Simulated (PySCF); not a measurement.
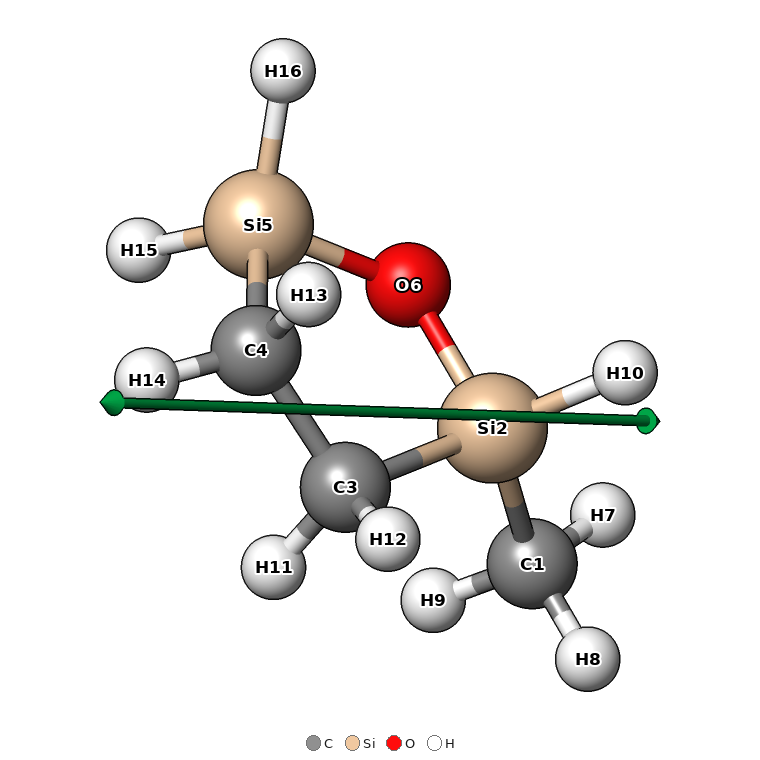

The double arrow shows the direction of the transition dipole to excited singlet state 4 (its length means nothing). The geometry was computed by an optimisation with GFN2-xTB. No frequency run is at hand to confirm it as a minimum. Level of theory: TDDFT CAM-B3LYP/def2-SVPD, vertical, gas phase, core orbitals frozen in the response (PySCF 2.14.0).

Question. Give its energy, strength and character.

Answer. 7.85 eV (158 nm), oscillator strength 0.029, mainly HOMO → LUMO+2 (weight 0.53); transition dipole 0.99 D.

The geometry is semi-empirical. Around Si such bond lengths and angles can be off by a tenth of an ångström or more and by several degrees, and values that hang on the shape move with them.
